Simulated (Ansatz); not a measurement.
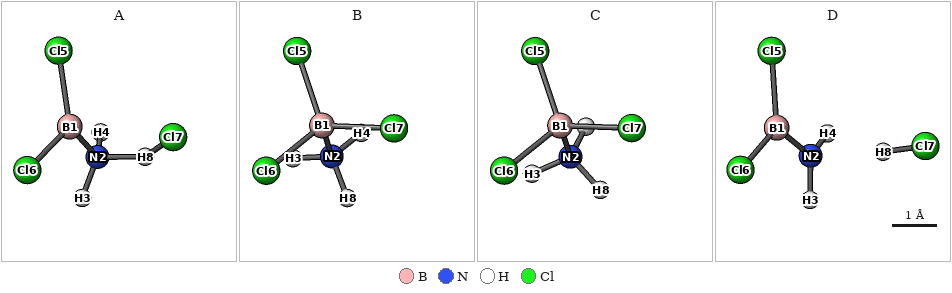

4 geometries from a converged minimum-energy path of BNH₃Cl₃, shuffled. Style: ball-and-stick. Shown from a free direction.

Method: RKS r2SCAN-D4/def2-SVP (Ansatz). Run with 5 movable images; climbing image; force threshold 0.05 eV/Å; iteration limit 60; starting path through a guess of the saddle point.

Q: One of them is the converged climbing image. Which?

A: A. In order along the path, whose images run from 0 to 6: D (image 0, 0.0 kJ/mol), A (image 2, +60.3 kJ/mol), C (image 5, −58.9 kJ/mol), B (image 6, −61.8 kJ/mol). Breaking: Cl7–H8 (1.30 → 1.57 at the top → 2.87 Å). Forming: B1–Cl7 (3.59 → 2.53 at the top → 1.84 Å), N2–H8 (2.04 → 1.29 at the top → 1.02 Å).
